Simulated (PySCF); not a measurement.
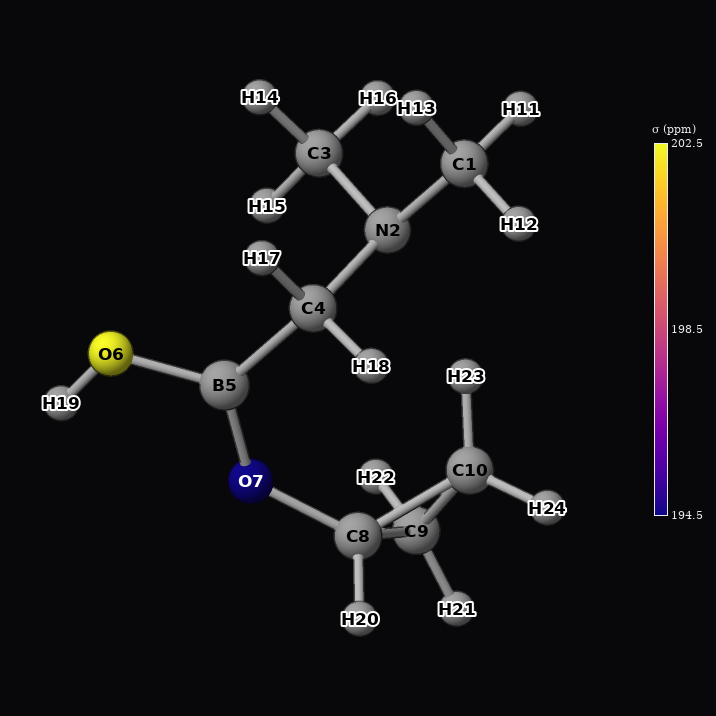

Atoms are coloured by their isotropic NMR shieldings (O only, the others grey). The computed structure is the end point of a GFN2-xTB optimisation. No frequency run is at hand to confirm it as a minimum. Method: GIAO PBE0/pcSseg-1 NMR shielding, non-relativistic, gas phase (PySCF 2.14.0).

Give the isotropic NMR shieldings of the O atoms atom by atom.

```tsv
atom	σ (ppm)
O6	202.4
O7	194.5
```

The geometry is semi-empirical. Around B such bond lengths and angles can be off by a tenth of an ångström or more and by several degrees, and values that hang on the shape move with them.
